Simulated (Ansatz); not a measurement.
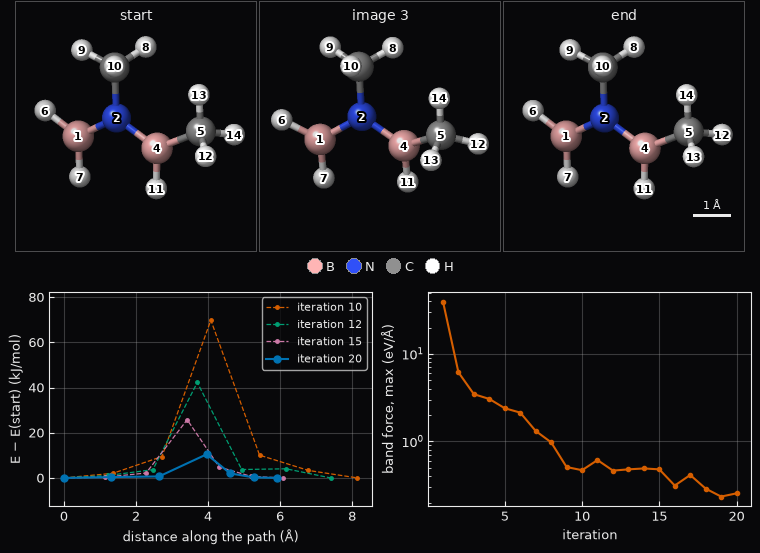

NEB run on C$_{2}$H$_{9}$B$_{2}$N. Images are numbered from 0 (start) to 6 (end). The plot follows the band through its iterations. The picture is a ball-and-stick view, seen at a tilt.

The calculation used RKS B3LYP-D4/6-31G (Ansatz). Set-up: 5 movable images; climbing image; force threshold 0.05 eV/Å; iteration limit 20; spring constant 50.0 eV/Å²; starting path through a guess of the saddle point.

Question: Did the band converge, and can the barrier be trusted?

Answer: The result isn't final. The band hadn't converged when the run stopped after 20 iterations. The largest component of the band force went from 40 to 0.25 eV/Å. The barrier read from it is provisional: over the last two iterations the highest image moved from 14.2 kJ/mol to 10.5 kJ/mol. The spring constant is far from the usual few eV/Å², which spoils the spacing or the steps. The first iteration put the highest image at 1537.7 kJ/mol. The barrier is about 10.5 kJ/mol in both directions, with image 3 at the top; the ends have the same energy.
